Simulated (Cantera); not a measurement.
Input: 1 mol Si3N4, 0.0066 mol H2O, 520 mol H2, at 1.33 mbar.

Cantera equilibrium calculation (NASA polynomials, part measured and part estimated; ideal gas, pure solids and liquids). Candidate condensed phases: H2O, Si, SiO2, Si2N2O, Si3N4; 35 gas species. Mutual solubility and eutectic melting of coexisting phases are not modelled. Gases not in the tables: Si2H6 and higher silanes. Equilibrium is a limit: real reactors are often held back by kinetics, nucleation or transport.

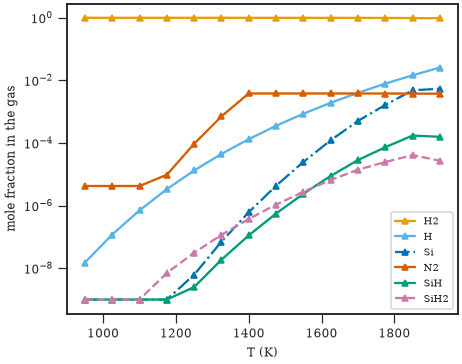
Equilibrium gas composition (values under 1e-9 drawn at 1e-9)

From 950 K to 1100 K the condensed part is Si2N2O(s) + Si3N4(s). From 1175 K to 1325 K the condensed part is Si(s) + Si2N2O(s) + Si3N4(s). From 1400 K to 1625 K the condensed part is Si(s). From 1700 K to 1850 K the condensed part is Si(l). At 1925 K nothing is condensed.
